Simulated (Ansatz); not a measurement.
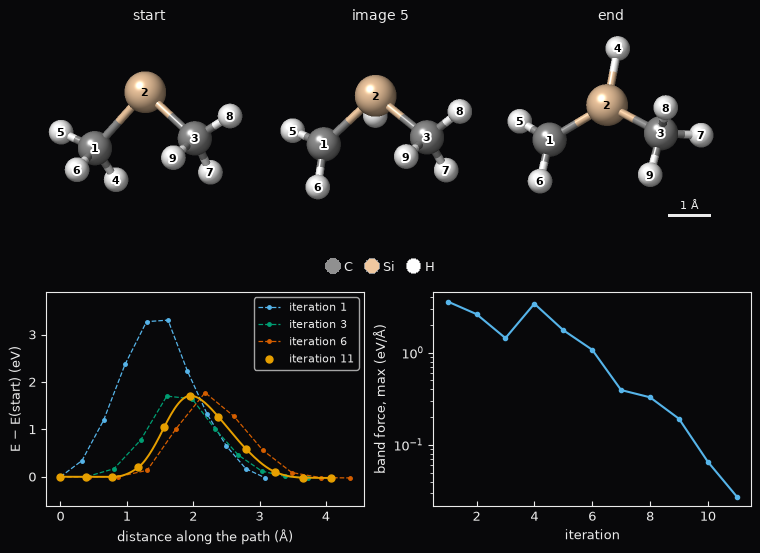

NEB run on C2H6Si. Images are numbered from 0 (start) to 10 (end). The plot follows the band through its iterations. Style: ball-and-stick. Shown at a tilt.

The calculation used UKS B3LYP/def2-mTZVP (Ansatz). Set-up: 9 movable images; climbing image; force threshold 0.03 eV/Å; iteration limit 60; starting path through a guess of the saddle point.

### Did the band converge, and can the barrier be trusted?

The result is final at these settings. The band converged in 11 iterations. The largest component of the band force went from 3.6 to 0.028 eV/Å. The climbing image converged on the top of the path. Its vibrational analysis gives one imaginary mode (1128i cm⁻¹), as a transition state must have. The first iteration put the highest image at 3.30 eV. The highest point, image 5, lies 1.71 eV above the start and 1.73 eV above the end; the end is at −0.02 eV relative to the start.

The run took 2.5 min on 2 threads of INTEL(R) XEON(R) PLATINUM 8581C CPU @ 2.30GHz (Emerald Rapids) (shared host), peak memory 0.23 GiB.
